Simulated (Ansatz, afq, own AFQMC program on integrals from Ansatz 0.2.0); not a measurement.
# AlBH₃ (doublet): quantum Monte Carlo beside coupled cluster at distance B1–Al2 = 1.565 Å, cc-pVDZ

Aim: compute AlBH₃ (doublet) with auxiliary-field quantum Monte Carlo on the same integrals as coupled cluster, and set the energies side by side.

Computed with Ansatz 0.2.0, Gaussian basis, and an in-house AFQMC program (afq) on its integrals; all values are calculated. Level: cc-pVDZ, frozen cores.

To be run: PBE (unrestricted); r2SCAN (unrestricted); PBE0 (unrestricted); B3LYP (unrestricted); wB97M-V (unrestricted); B2PLYP (unrestricted); CCSD(T) on UHF; CCSDT(Q) on UHF; Phaseless AFQMC, CISD trial on UHF; Free-projection AFQMC, CISD trial on UHF.

3 further runs of the same task are left out: 3 that didn't finish.

## Step 1: What is computed

The geometry derives from a PBE0/def2-TZVP stationary point (not a proven minimum). One bond is set to the value named and the two fragments are kept rigid.

5 atoms, charge 0, spin multiplicity 2.

Atoms are counted from 1 here; the program's logs count them from 0.

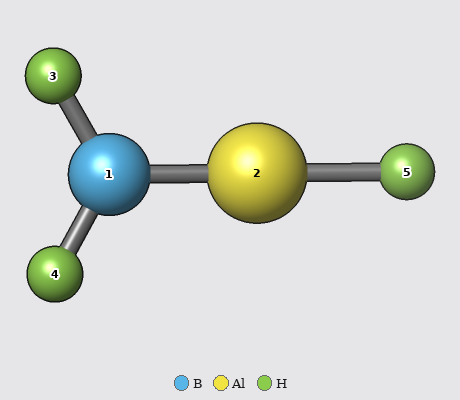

The geometry (boron blue, aluminium yellow, hydrogen green); atoms are numbered from 1 in the order of the file.

## Step 2: PBE (unrestricted)

The input, in.yaml:

```yaml
crystal:
  periodic: [false, false, false]
  atoms:
    - {symbol: B, position_ang: [0.000000, 0.000000, 1.083453]}
    - {symbol: Al, position_ang: [0.000000, 0.000000, -0.481547]}
    - {symbol: H, position_ang: [0.000000, 1.043975, 1.668867]}
    - {symbol: H, position_ang: [0.000000, -1.043975, 1.668867]}
    - {symbol: H, position_ang: [0.000000, 0.000000, -2.068133]}
basis:
  gaussian: {orbitals: cc-pVDZ}
magnetization: {spin_polarized: true, initial_magnetization: 1}
hamiltonian: {xc: {name: PBE}}
output: {orbitals: {seedname: orbitals}}
```

On the command line:

```console
ansatz run in.yaml --threads 1 --pin off --events-out ev --progress --plain --max-ram 1382MiB
```

Log:

```text
Functional definition: PBE
  name "PBE"
  cite "Perdew, Burke & Ernzerhof, Phys. Rev. Lett. 77, 3865 (1996) doi:10.1103/PhysRevLett.77.3865"
  parent pbe
  parameter kappa = 0.804
  parameter beta = 0.06672455060314922
  exchange = pbe_x(kappa = kappa, mu = beta*pi^2/3)
  correlation = pbe_c(beta = beta)
581 factors; their error is unknown
mean field evaluation 1: about -7305.0559 eV, gradient 3.0e1 eV
mean field evaluation 2: about -7290.6798 eV, gradient 4.6e1 eV
mean field evaluation 4: about -7311.8065 eV, gradient 2.2e0 eV
mean field evaluation 8: about -7311.8299 eV, gradient 1.3e-2 eV
mean field -7311.82987153 eV, -268.7047916423 hartree, gradient 2.7e-5 eV, S^2 0.753162; 0 other end points of the search recorded, 0 dependent functions left out
reference -7311.82990952 eV, -268.7047930387 hartree; 11, 10 occupied and 36, 37 virtual orbitals, 581 factors
Total energy: -7311.82990952 eV, -268.7047930387 hartree
```

It took 1.1 s on 1 thread of Arm Neoverse V1, shared host.

From the report: ⟨S²⟩ of the determinant 0.753 (pure doublet: 0.75).

## Step 3: r2SCAN (unrestricted)

Edit in.yaml of step 2 so:

```diff
@@ -11,3 +11,2 @@
 magnetization: {spin_polarized: true, initial_magnetization: 1}
-hamiltonian: {xc: {name: PBE}}
-output: {orbitals: {seedname: orbitals}}
+hamiltonian: {xc: {name: r2SCAN}}
```

Launched as before.

Log:

```text
Functional definition: r2SCAN
  name "r2SCAN"
  cite "Furness, Kaplan, Ning, Perdew & Sun, J. Phys. Chem. Lett. 11, 8208 (2020) doi:10.1021/acs.jpclett.0c02405"
  cite "Furness, Kaplan, Ning, Perdew & Sun, J. Phys. Chem. Lett. 11, 9248 (2020) doi:10.1021/acs.jpclett.0c03077"
  parent r2scan
  parameter k0 = 0.174
  parameter k1 = 0.065
  parameter a1 = 4.9479
  exchange = r2scan_x(k0 = k0, k1 = k1, a1 = a1)
  correlation = r2scan_c
581 factors; their error is unknown
mean field evaluation 1: about -7310.3517 eV, gradient 2.6e1 eV
mean field evaluation 2: about -7304.2112 eV, gradient 3.5e1 eV
mean field evaluation 4: about -7315.6586 eV, gradient 1.1e0 eV
mean field evaluation 8: about -7315.6417 eV, gradient 6.0e-2 eV
mean field evaluation 16: about -7315.6418 eV, gradient 5.0e-5 eV
mean field -7315.64178279 eV, -268.8448767974 hartree, gradient 5.0e-5 eV, S^2 0.756616; 0 other end points of the search recorded, 0 dependent functions left out
reference -7315.64179664 eV, -268.8448773063 hartree; 11, 10 occupied and 36, 37 virtual orbitals, 581 factors
Total energy: -7315.64179664 eV, -268.8448773063 hartree
```

Wall time 3.4 s (1 thread of Arm Neoverse V1, shared host).

From the report: ⟨S²⟩ of the determinant 0.757 (pure doublet: 0.75).

## Step 4: PBE0 (unrestricted)

Edit in.yaml of step 3 so:

```diff
@@ -11,2 +11,3 @@
 magnetization: {spin_polarized: true, initial_magnetization: 1}
-hamiltonian: {xc: {name: r2SCAN}}
+hamiltonian: {xc: {name: PBE0}}
+output: {orbitals: {seedname: orbitals}}
```

Same command.

Log:

```text
Functional definition: PBE0
  name "PBE0"
  cite "Adamo & Barone, J. Chem. Phys. 110, 6158 (1999) doi:10.1063/1.478522"
  cite "Perdew, Burke & Ernzerhof, Phys. Rev. Lett. 77, 3865 (1996) doi:10.1103/PhysRevLett.77.3865"
  parent pbe
  parameter a = 0.25
  parameter kappa = 0.804
  parameter beta = 0.06672455060314922
  exchange = (1 - a)*pbe_x(kappa = kappa, mu = beta*pi^2/3) + a*exact_x
  correlation = pbe_c(beta = beta)
441 factors; integrals over basis functions are off by at most 8.3e-4 eV
mean field evaluation 1: about -7308.7142 eV, gradient 2.3e1 eV
mean field evaluation 2: about -7307.3058 eV, gradient 2.5e1 eV
mean field evaluation 4: about -7312.7179 eV, gradient 3.8e-1 eV
mean field evaluation 8: about -7312.7717 eV, gradient 3.7e-2 eV
mean field evaluation 16: about -7312.7718 eV, gradient 3.2e-5 eV
mean field -7312.77177863 eV, -268.7394060898 hartree, gradient 3.3e-5 eV, S^2 0.753832; 0 other end points of the search recorded, 0 dependent functions left out
reference -7312.77180731 eV, -268.7394071440 hartree; 11, 10 occupied and 36, 37 virtual orbitals, 441 factors
Total energy: -7312.77180731 eV, -268.7394071440 hartree
```

Run time: 1.6 s. Hardware: 1 thread of Arm Neoverse V1, shared host.

From the report: ⟨S²⟩ of the determinant 0.754 (pure doublet: 0.75).

## Step 5: B3LYP (unrestricted)

Edit in.yaml of step 4 so:

```diff
@@ -11,3 +11,2 @@
 magnetization: {spin_polarized: true, initial_magnetization: 1}
-hamiltonian: {xc: {name: PBE0}}
-output: {orbitals: {seedname: orbitals}}
+hamiltonian: {xc: {name: B3LYP}}
```

Launched as before.

Log, shortened:

```text
Functional definition: B3LYP
  name "B3LYP"
  cite "Stephens, Devlin, Chabalowski & Frisch, J. Phys. Chem. 98, 11623 (1994) doi:10.1021/j100096a001"
  cite "Becke, Phys. Rev. A 38, 3098 (1988) doi:10.1103/PhysRevA.38.3098"
  cite "Lee, Yang & Parr, Phys. Rev. B 37, 785 (1988) doi:10.1103/PhysRevB.37.785"
  cite "Vosko, Wilk & Nusair, Can. J. Phys. 58, 1200 (1980) doi:10.1139/p80-159"
[...]
441 factors; integrals over basis functions are off by at most 8.3e-4 eV
[...]
mean field -7317.75999083 eV, -268.9227195072 hartree, gradient 2.3e-5 eV, S^2 0.752447; 0 other end points of the search recorded, 0 dependent functions left out
reference -7317.76021240 eV, -268.9227276495 hartree; 11, 10 occupied and 36, 37 virtual orbitals, 441 factors
Total energy: -7317.76021240 eV, -268.9227276495 hartree
```

Wall time 1.5 s (1 thread of Arm Neoverse V1, shared host).

From the report: ⟨S²⟩ of the determinant 0.752 (pure doublet: 0.75).

## Step 6: wB97M-V (unrestricted)

Edit in.yaml of step 5 so:

```diff
@@ -11,2 +11,3 @@
 magnetization: {spin_polarized: true, initial_magnetization: 1}
-hamiltonian: {xc: {name: B3LYP}}
+hamiltonian: {xc: {name: wB97M-V}}
+output: {orbitals: {seedname: orbitals}}
```

Same command.

Log, shortened:

```text
Functional definition: wB97M-V
  name "wB97M-V"
  cite "Mardirossian & Head-Gordon, J. Chem. Phys. 144, 214110 (2016) doi:10.1063/1.4952647"
  cite "Becke, J. Chem. Phys. 107, 8554 (1997) doi:10.1063/1.475007"
  cite "Vydrov & Van Voorhis, J. Chem. Phys. 133, 244103 (2010) doi:10.1063/1.3521275"
  # Of w^i u^j: cxij and so on, Table III.
[...]
  gx(w, u) = 1 - cx + cx01*u + cx10*w
  gss(w, u) = css00 + css04*u^4 + css10*w + css20*w^2 + css43*w^4*u^3
  gos(w, u) = cos00 + cos10*w + (cos20 + cos21*u)*w^2 + (cos60 + cos61*u)*w^6
[...]
      + integral(e_c_pw_mod_opposite_spin*gos(b97_w_opposite, b97_u_opposite)) + vv10(b, c)
441 factors; integrals over basis functions are off by at most 8.3e-4 eV
171 factors; integrals over basis functions are off by at most 1.7e-5 eV
[...]
mean field -7315.75545042 eV, -268.8490540058 hartree, gradient 4.1e-5 eV, S^2 0.751441; 0 other end points of the search recorded, 0 dependent functions left out
reference -7315.75549207 eV, -268.8490555362 hartree; 11, 10 occupied and 36, 37 virtual orbitals, 441 factors
Total energy: -7315.75549207 eV, -268.8490555362 hartree
```

It took 7 s on 1 thread of Arm Neoverse V1, shared host.

From the report: ⟨S²⟩ of the determinant 0.751 (pure doublet: 0.75).

## Step 7: B2PLYP (unrestricted)

Edit in.yaml of step 6 so:

```diff
@@ -11,3 +11,3 @@
 magnetization: {spin_polarized: true, initial_magnetization: 1}
-hamiltonian: {xc: {name: wB97M-V}}
-output: {orbitals: {seedname: orbitals}}
+hamiltonian: {xc: {name: B2PLYP}}
+correlation: {electrons: outside_noble_gas}
```

Launched as before.

Log, shortened:

```text
Functional definition: B2PLYP
  name "B2PLYP"
  cite "Grimme, J. Chem. Phys. 124, 034108 (2006) doi:10.1063/1.2148954"
  cite "Becke, Phys. Rev. A 38, 3098 (1988) doi:10.1103/PhysRevA.38.3098"
  cite "Lee, Yang & Parr, Phys. Rev. B 37, 785 (1988) doi:10.1103/PhysRevB.37.785"
[...]
441 factors; integrals over basis functions are off by at most 8.3e-4 eV
[...]
mean field -7311.21130812 eV, -268.6820598562 hartree, gradient 4.3e-6 eV, S^2 0.754115; 0 other end points of the search recorded, 0 dependent functions left out
6 core orbitals not correlated: weight in the atoms' cores, before any rotation towards them, 1.000 or more for the frozen orbitals, at most 0.000 for the correlated occupied ones
reference -7311.21144857 eV, -268.6820650177 hartree; 5, 4 occupied and 36, 37 virtual orbitals, 441 factors
second order -4.94091966 eV of doubles, -0.00000000 eV of singles
Total energy: -7312.54549687 eV, -268.7310903888 hartree
```

Wall time 1.8 s (1 thread of Arm Neoverse V1, shared host).

From the report: ⟨S²⟩ of the determinant 0.754 (pure doublet: 0.75).

## Step 8: CCSD(T) on UHF

Edit in.yaml of step 7 so:

```diff
@@ -11,3 +11,2 @@
 magnetization: {spin_polarized: true, initial_magnetization: 1}
-hamiltonian: {xc: {name: B2PLYP}}
-correlation: {electrons: outside_noble_gas}
+correlation: {method: ccsd_t, electrons: outside_noble_gas, hamiltonian_folder: ham}
```

Launched as before.

Log, shortened:

```text
Functional definition: HF
  name "HF"
  cite "Fock, Z. Phys. 61, 126 (1930) doi:10.1007/BF01340294"
  parent pbe
[...]
441 factors; integrals over basis functions are off by at most 8.3e-4 eV
[...]
mean field -7296.97715001 eV, -268.1589641942 hartree, gradient 2.9e-6 eV, S^2 0.759457; 5 other end points of the search recorded, 0 dependent functions left out
determinant -7296.97715001 eV, -268.1589641942 hartree, with singles and doubles -7301.80134036 eV, -268.3362499197 hartree
determinant -7294.22454335 eV, -268.0578077651 hartree, with singles and doubles -7298.93663961 eV, -268.2309741086 hartree
determinant -7294.00759341 eV, -268.0498350019 hartree, with singles and doubles -7299.14287265 eV, -268.2385530330 hartree
determinant -7292.24423966 eV, -267.9850329468 hartree, with singles and doubles -7297.02203231 eV, -268.1606135883 hartree
6 core orbitals not correlated: weight in the atoms' cores, before any rotation towards them, 1.000 or more for the frozen orbitals, at most 0.000 for the correlated occupied ones
reference -7296.97715001 eV, -268.1589641942 hartree; 5, 4 occupied and 36, 37 virtual orbitals, 441 factors
second order -3.93335479 eV of doubles, -0.00000000 eV of singles
cycle   1  -4.82418026 eV  change    1.0e-5 eV  update   3.5e-4
[...]
cycle   6  -4.82421307 eV  change   -7.7e-6 eV  update   2.3e-6
perturbative correction -0.12699604 eV, -0.0046670185 hartree
Total energy: -7301.92835912 eV, -268.3409177729 hartree
```

Run time: 2.8 s. Hardware: 1 thread of Arm Neoverse V1, shared host.

From the report: ⟨S²⟩ of the determinant 0.759 (pure doublet: 0.75); correlation -4.9512 eV; T1 0.014; largest double amplitude 0.04.

This run also writes the integrals to the folder ham.

## Step 9: CCSDT(Q) on UHF

Edit in.yaml of step 8 so:

```diff
@@ -11,2 +11,2 @@
 magnetization: {spin_polarized: true, initial_magnetization: 1}
-correlation: {method: ccsd_t, electrons: outside_noble_gas, hamiltonian_folder: ham}
+correlation: {method: ccsdt_q, electrons: outside_noble_gas}
```

The command is unchanged.

Log, shortened:

```text
Functional definition: HF
  name "HF"
  cite "Fock, Z. Phys. 61, 126 (1930) doi:10.1007/BF01340294"
  parent pbe
[...]
862 factors; integrals over basis functions are off by at most 2.6e-7 eV
[...]
mean field -7296.97719937 eV, -268.1589660080 hartree, gradient 5.9e-6 eV, S^2 0.759457; 5 other end points of the search recorded, 0 dependent functions left out
determinant -7296.97719937 eV, -268.1589660080 hartree, with singles and doubles -7301.80138320 eV, -268.3362514938 hartree
determinant -7294.22458458 eV, -268.0578092805 hartree, with singles and doubles -7298.93667457 eV, -268.2309753934 hartree
determinant -7294.00765187 eV, -268.0498371502 hartree, with singles and doubles -7299.14292383 eV, -268.2385549139 hartree
determinant -7292.24429801 eV, -267.9850350912 hartree, with singles and doubles -7297.02208492 eV, -268.1606155216 hartree
6 core orbitals not correlated: weight in the atoms' cores, before any rotation towards them, 1.000 or more for the frozen orbitals, at most 0.000 for the correlated occupied ones
reference -7296.97719937 eV, -268.1589660080 hartree; 5, 4 occupied and 36, 37 virtual orbitals, 862 factors
second order -3.93338296 eV of doubles, -0.00000000 eV of singles
cycle   1  -4.58063045 eV  change   -6.5e-1 eV  update   6.9e-2
[...]
cycle  16  -4.97834878 eV  change    3.8e-7 eV  update   3.2e-7
perturbative correction -0.00680294 eV, -0.0002500035 hartree
Total energy: -7301.96235109 eV, -268.3421669547 hartree
```

It took 31 s on 1 thread of Arm Neoverse V1, shared host; peak memory 0.41 GiB.

From the report: ⟨S²⟩ of the determinant 0.759 (pure doublet: 0.75); correlation -4.9852 eV; T1 0.015; largest double amplitude 0.04.

## Step 10: Phaseless AFQMC, CISD trial on UHF

It reads the integrals that the CCSD(T) run on this determinant wrote.

On the command line:

```console
afq ham --method phaseless --trial cisd --walkers 60 --populations 1 --least-time 40 --time-step 0.005 --steps-per-block 50 --equilibration-blocks 28 --max-blocks 300 --target-error 0.00036 --factor-cut 1e-05 --start spin_pure --seed 4395 --release-times 0.24,0.51,0.99,1.62,2.4 --release-step 0.03 --release-every 4 --taylor-order 6
```

Log:

```text
orbitals 41  electrons 5 4  factors 327 of 441
reference energy -268.15896419 Eh
CCSD correlation -0.17728640 Eh in 10 cycles, weight of the determinant in the CISD state 0.8973
energy of the start -268.336030 Eh
 block  time / (1/Eh)  mean weight  energy / Eh
     1     0.250  0.9998  -268.334121
     2     0.500  1.0000  -268.334472
     3     0.750  0.9995  -268.336201
     4     1.000  1.0009  -268.338245
     5     1.250  0.9997  -268.337392
     6     1.500  1.0007  -268.337088
     7     1.750  1.0005  -268.340663
     8     2.000  0.9996  -268.341008
     9     2.250  0.9996  -268.339266
    10     2.500  0.9994  -268.338713
    13     3.250  1.0005  -268.340723
    17     4.250  0.9996  -268.341822
    21     5.250  0.9994  -268.339418
    25     6.250  0.9987  -268.339823
    29     7.250  0.9996  -268.343695
    33     8.250  0.9994  -268.339745
    37     9.250  1.0008  -268.341728
    41    10.250  1.0020  -268.340446
    45    11.250  0.9996  -268.339570
    49    12.250  1.0013  -268.343457
    53    13.250  1.0009  -268.342969
    57    14.250  1.0007  -268.344592
    61    15.250  0.9996  -268.340095
    65    16.250  1.0002  -268.341132
    69    17.250  1.0022  -268.341429
    73    18.250  0.9998  -268.343062
    77    19.250  1.0008  -268.339171
    81    20.250  0.9984  -268.341306
    85    21.250  1.0004  -268.340164
    89    22.250  1.0008  -268.343568
    93    23.250  0.9977  -268.340282
    97    24.250  0.9997  -268.342765
   101    25.250  0.9992  -268.343840
   105    26.250  0.9999  -268.345329
   109    27.250  1.0001  -268.341748
   113    28.250  0.9986  -268.342681
   117    29.250  0.9990  -268.339723
   121    30.250  0.9990  -268.342241
   125    31.250  0.9994  -268.342039
   129    32.250  0.9991  -268.338514
   133    33.250  1.0000  -268.339691
   137    34.250  0.9995  -268.341869
   141    35.250  0.9996  -268.344599
   145    36.250  0.9996  -268.349783
   149    37.250  0.9970  -268.345910
   153    38.250  1.0010  -268.338977
   157    39.250  0.9981  -268.338718
   161    40.250  1.0022  -268.338783
   165    41.250  1.0006  -268.339490
   169    42.250  0.9999  -268.338645
   173    43.250  1.0017  -268.347102
   177    44.250  0.9988  -268.339748
   181    45.250  0.9991  -268.339828
   185    46.250  1.0005  -268.344200
blocks merged  error / Eh  count
     1  0.000196  160
     2  0.000251  80
     4  0.000286  40
     8  0.000299  20
    16  0.000287  10
released: time / (1/Eh)  energy / Eh  error  mean overlap
  0.24  -268.342226  0.000334  0.9976
  0.51  -268.342198  0.000303  0.9961
  0.99  -268.341815  0.000315  1.0059
  1.62  -268.342189  0.000410  0.9970
  2.40  -268.342202  0.000380  1.0031
energy -268.341791 +/- 0.000299 Eh
```

It took 5.9 min on 1 thread of Arm Neoverse V1, shared host.

Energy -7301.9521 ± 0.0081 eV. Caveats: constraint bias not in the error.

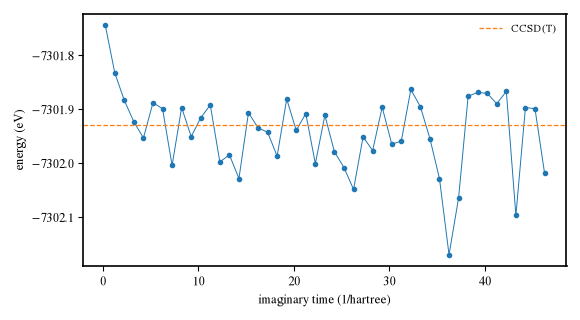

Block energies along the walk.

## Step 11: Free-projection AFQMC, CISD trial on UHF

It reads the integrals that the CCSD(T) run on this determinant wrote.

On the command line:

```console
afq ham --method free --trial cisd --walkers 60 --time-step 0.03 --max-blocks 80 --target-error 0.00036 --factor-cut 1e-05 --seed 5081 --times 0,0.3,0.6,1.2,1.8,2.4,3.6,4.8,6 --taylor-order 8
```

Log:

```text
orbitals 41  electrons 5 4  factors 327 of 441
reference energy -268.15896419 Eh
CCSD correlation -0.17728640 Eh in 10 cycles, weight of the determinant in the CISD state 0.8973
repeat  energy at the last time / Eh  error
    10  -268.342412  0.000956
    20  -268.342768  0.001014
    30  -268.342609  0.000760
    40  -268.342255  0.000606
    50  -268.342262  0.000605
    60  -268.342451  0.000547
    70  -268.341913  0.000522
    80  -268.342079  0.000477
time / (1/Eh)  energy / Eh  error  mean overlap
  0.00  -268.336349  0.000079  1.1152
  0.30  -268.339087  0.000111  1.1166
  0.60  -268.340369  0.000145  1.1216
  1.20  -268.341432  0.000145  1.1313
  1.80  -268.341650  0.000190  1.1291
  2.40  -268.341947  0.000216  1.1207
  3.60  -268.342456  0.000318  1.1101
  4.80  -268.341964  0.000363  1.1184
  6.00  -268.342079  0.000477  1.1647
energy -268.342079 +/- 0.000477 Eh
```

Wall time 8.9 min (1 thread of Arm Neoverse V1, shared host).

Energy -7301.9600 ± 0.0130 eV. Caveats: remainder of the start not in the error.

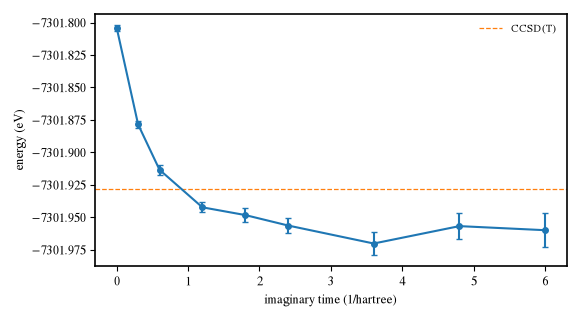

Energy against projection time, with error bars.

## Step 12: AFQMC on the ladder

On the UHF determinant, counted from CCSDT(Q) (a yardstick, not exact):

```csv
level,energy (eV),from CCSDT(Q) (meV),statistical error (meV),time
HF,-7296.9772,+4985.2,,
MP2,-7300.9105,+1051.8,,
CCSD,-7301.8014,+161.0,,
CCSD(T),-7301.9284,+34.0,,
CCSDT(Q),-7301.9624,0.0,,
"Phaseless AFQMC, CISD trial, step 0.005, 60 walkers",-7301.9521,+10.2,8.1,5.9 min
"Free-projection AFQMC, CISD trial, step 0.03, 60 walkers",-7301.9600,+2.4,13.0,8.9 min
```

The functionals' totals stand on their own zeros and serve differences with other points: PBE -7311.830 eV; r2SCAN -7315.642 eV; PBE0 -7312.772 eV; B3LYP -7317.760 eV; wB97M-V -7315.755 eV; B2PLYP -7312.545 eV.

## Step 13: Summary of results

```
                                              quantity            value
                          CCSD(T) on UHF from CCSDT(Q)        +34.0 meV
      Phaseless AFQMC, CISD trial on UHF from CCSDT(Q)  +10.2 ± 8.1 meV
Free-projection AFQMC, CISD trial on UHF from CCSDT(Q)  +2.4 ± 13.0 meV
```

**Reading.** On UHF the phaseless walk with the CISD trial lies +10.2 meV from CCSDT(Q), within three error bars. Free projection has no constraint; at the last time it gives +2.4 ± 13.0 meV, and from a start that isn't spin pure other spins can mix in. Error bars are statistical and leave out the constraint, the time step and what remains of the start.
